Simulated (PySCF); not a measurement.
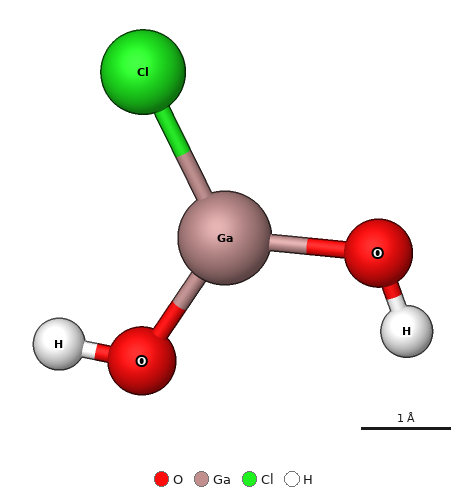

**Figure 1.** The structure (ball-and-stick view, seen at an oblique angle). Sticks mark near contacts.

## GW calculation of GaH2ClO2

- system: GaH2ClO2, SMILES [OH][Ga]([OH])[Cl]
- method: G0W0 (TPSSh)/def2-TZVP, RKS (PySCF 2.14.0)

The geometry comes from this level: PBE0-D4/def2-TZVP.

### What the program printed
```
PySCF version 2.14.0

[INPUT] num. atoms = 6
[INPUT] num. electrons = 66
[INPUT] charge = 0
[INPUT] spin (= nelec alpha-beta = 2S) = 0
[INPUT] symmetry False subgroup None
[INPUT] Mole.unit = angstrom
[INPUT] Symbol           X                Y                Z      unit          X                Y                Z       unit  Magmom
[INPUT]  1 O     -0.318900000000   1.428400000000  -0.310500000000 AA   -0.602633661124   2.699284796329  -0.586759961677 Bohr   0.0
[INPUT]  2 Ga    -0.083500000000  -0.317000000000  -0.112700000000 AA   -0.157792131401  -0.599043181487  -0.212972134238 Bohr   0.0
[INPUT]  3 O      1.066000000000  -0.913800000000   1.087500000000 AA    2.014448048786  -1.726831732628   2.055077160465 Bohr   0.0
[INPUT]  4 Cl    -1.158500000000  -1.714500000000  -1.292500000000 AA   -2.189247715309  -3.239935440567  -2.442471016000 Bohr   0.0
[INPUT]  5 H     -0.962300000000   1.656200000000  -0.985700000000 AA   -1.818483449669   3.129764407505  -1.862703040984 Bohr   0.0
[INPUT]  6 H      1.499300000000  -0.203200000000   1.567700000000 AA    2.833266378560  -0.383992348512   2.962523645481 Bohr   0.0

nuclear repulsion = 363.883808446595
number of shells = 59
number of NR pGTOs = 271
number of NR cGTOs = 159
basis = def2-tzvp
ecp = {}

******** <class 'pyscf.dft.rks.RKS'> ********
method = RKS
initial guess = minao
damping factor = 0
level_shift factor = 0
DIIS = <class 'pyscf.scf.diis.CDIIS'>
diis_start_cycle = 1
diis_space = 8
diis_damp = 0
SCF conv_tol = 1e-10
SCF conv_tol_grad = None
SCF max_cycles = 50
direct_scf = True
direct_scf_tol = 1e-13
XC library pyscf.dft.libxc version 7.0.0
    S. Lehtola, C. Steigemann, M. J.T. Oliveira, and M. A.L. Marques.,  SoftwareX 7, 1–5 (2018)
XC functionals = tpssh
radial grids:
    Treutler-Ahlrichs [JCP 102, 346 (1995); DOI:10.1063/1.469408] (M4) radial grids

becke partition: Becke, JCP 88, 2547 (1988); DOI:10.1063/1.454033
pruning grids: <function nwchem_prune>
grids dens level: 4
symmetrized grids: False
atomic radii adjust function: <function treutler_atomic_radii_adjust>
small_rho_cutoff = 0
Set gradient conv threshold to 1e-05
Initial guess from minao.
tot grids = 147008
init E= -2536.59870952585
  HOMO = -0.368091680251308  LUMO = -0.104421622158512  gap/eV = 7.17483
cycle= 1 E= -2536.5703392641  delta_E= 0.0284  |g|=  1.5  |ddm|= 2.14
  HOMO = -0.121967068567583  LUMO = -0.0217531099496774  gap/eV = 2.72696
cycle= 2 E= -2535.28621995655  delta_E= 1.28  |g|= 3.03  |ddm|= 2.41
  HOMO = -0.27324048831714  LUMO = -0.0598687904259402  gap/eV = 5.80614
cycle= 3 E= -2536.87086070164  delta_E= -1.58  |g|= 0.335  |ddm|=  1.9
  HOMO = -0.294886275889668  LUMO = -0.056441213817114  gap/eV = 6.48842
cycle= 4 E= -2536.89129048359  delta_E= -0.0204  |g|= 0.167  |ddm|= 0.316
  HOMO = -0.304638938970513  LUMO = -0.0615018867277587  gap/eV = 6.61610
cycle= 5 E= -2536.89490564496  delta_E= -0.00362  |g|= 0.0323  |ddm|= 0.0983
  HOMO = -0.30309998456333  LUMO = -0.0580359586767653  gap/eV = 6.66853
cycle= 6 E= -2536.8951136042  delta_E= -0.000208  |g|= 0.0118  |ddm|= 0.0318
  HOMO = -0.303881254738448  LUMO = -0.0583571378549541  gap/eV = 6.68105
cycle= 7 E= -2536.89513267428  delta_E= -1.91e-05  |g|= 0.00602  |ddm|= 0.00797
  HOMO = -0.30426623451692  LUMO = -0.058507257041166  gap/eV = 6.68744
cycle= 8 E= -2536.89513911724  delta_E= -6.44e-06  |g|= 0.00125  |ddm|= 0.0036
  HOMO = -0.304319659354792  LUMO = -0.0585097745807731  gap/eV = 6.68883
cycle= 9 E= -2536.89513939511  delta_E= -2.78e-07  |g|= 0.000155  |ddm|= 0.000829
  HOMO = -0.304310092660566  LUMO = -0.0585083377274239  gap/eV = 6.68861
cycle= 10 E= -2536.8951394007  delta_E= -5.58e-09  |g|= 3.47e-05  |ddm|= 0.000165
  HOMO = -0.304311340561474  LUMO = -0.0585088171071941  gap/eV = 6.68863
cycle= 11 E= -2536.89513940094  delta_E= -2.45e-10  |g|= 1.75e-05  |ddm|= 4.27e-05
  HOMO = -0.304310425893991  LUMO = -0.0585083809878957  gap/eV = 6.68861
cycle= 12 E= -2536.89513940102  delta_E= -8.19e-11  |g|= 1.7e-06  |ddm|= 1.32e-05
  HOMO = -0.304310354325202  LUMO = -0.0585083229368624  gap/eV = 6.68861
```

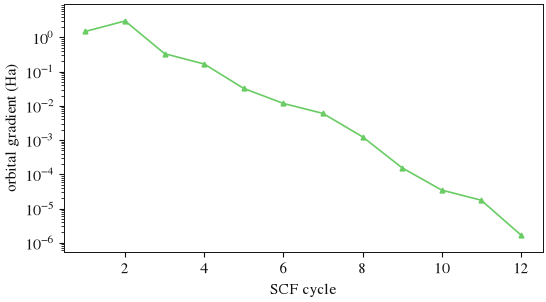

**Figure 2.** Convergence of the self-consistent field: orbital gradient against the SCF cycle. The residual comes down, with one marked jump up, by a factor of about 2, at step 2.

```
Extra cycle  E= -2536.89513940102  delta_E=    0  |g|= 1.85e-06  |ddm|= 2.32e-06
converged SCF energy = -2536.89513940102
E(TPSSH) = -2536.895139401

******** <class 'pyscf.gw.gw_ac.GWAC'> ********
method = GWAC
GW nocc = 33, nvir = 126
frozen orbitals = None
off-diagonal self-energy = False
GW density matrix = False
density-fitting for exchange = False
outcore for self-energy= False
broadening parameter = 5.000e-03
number of grids = 100
analytic continuation method = pade
imaginary frequency cutoff = 5.0
Pade points = 18
Pade step ratio = 0.667
use perturbative linearized QP eqn = False
QPE max iter = 100
QPE tolerance = 1.0e-06

Starting get_sigma_diag main loop with 100 frequency points.
   0    1    2    3    4    5    6    7    8    9   10   11
  12   13   14   15   16   17   18   19   20   21   22   23
  24   25   26   27   28   29   30   31   32   33   34   35
  36   37   38   39   40   41   42   43   44   45   46   47
  48   49   50   51   52   53   54   55   56   57   58   59
  60   61   62   63   64   65   66   67   68   69   70   71
  72   73   74   75   76   77   78   79   80   81   82   83
  84   85   86   87   88   89   90   91   92   93   94   95
  96   97   98   99
Finished get_sigma_diag main loop.

WARN: GW QP energies may not be sorted from min to max

orbital   mean field (eV)   quasiparticle (eV)
  32      -8.4368     -11.2076
  33      -8.2807     -11.0324
  34      -1.5921       0.9286
  35      -0.5836       1.6648
```

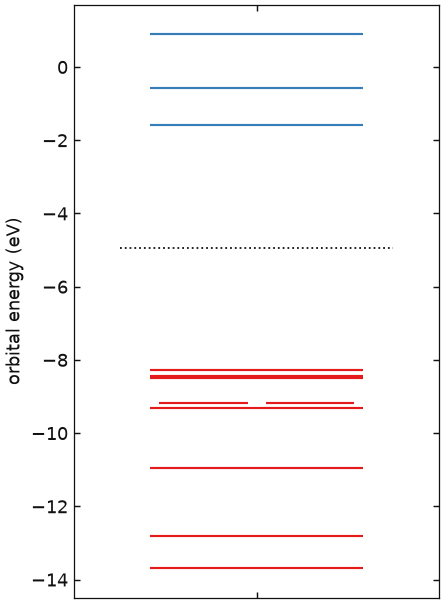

**Figure 3.** Orbital energies near the frontier; the dotted line parts filled from empty levels, and levels within 0.02 eV of each other stand side by side. Highest filled −8.28 eV, lowest empty −1.59 eV, 6.69 eV apart.

The run was set up as follows.

### Input file (calc.py)
```python
from pyscf import gto, dft, gw

mol = gto.M(
    atom='''
O     -0.318900     1.428400    -0.310500
Ga    -0.083500    -0.317000    -0.112700
O      1.066000    -0.913800     1.087500
Cl    -1.158500    -1.714500    -1.292500
H     -0.962300     1.656200    -0.985700
H      1.499300    -0.203200     1.567700
''',
    max_memory=1860,
    basis='def2-tzvp',
    verbose=4,
    spin=0,
)

mf = dft.RKS(mol, xc='tpssh')
mf.conv_tol = 1e-10
mf.grids.level = 4
mf.kernel()
if not mf.converged:
    mf = mf.newton().run(mf.mo_coeff, mf.mo_occ)

energy = mf.e_tot
print('E(%s) = %.9f' % ('TPSSH', energy))

nocc = mol.nelec[0]
orbs = list(range(max(0, nocc - 2), min(mol.nao, nocc + 2)))
mygw = gw.GW(mf, freq_int='ac')
mygw.orbs = orbs
mygw.kernel()
print('orbital   mean field (eV)   quasiparticle (eV)')
for p in orbs:
    print('%4d %12.4f %12.4f' % (p + 1, mf.mo_energy[p] * 27.211386, mygw.mo_energy[p] * 27.211386))
```

Command:
```bash
OMP_NUM_THREADS=1 python calc.py
```

### Key numbers

| quantity | value |
| --- | --- |
| outcome | converged |
| total energy | −2536.895139 hartree |
| basis functions | 159 |
| HOMO | −8.28 eV |
| LUMO | −1.59 eV |
| dipole moment | 1.64 D |
| hardware | 1 thread of Arm Neoverse V2, 24 GiB of memory available, shared host |
| wall time | 78 s |
| peak memory | 1.5 GiB |
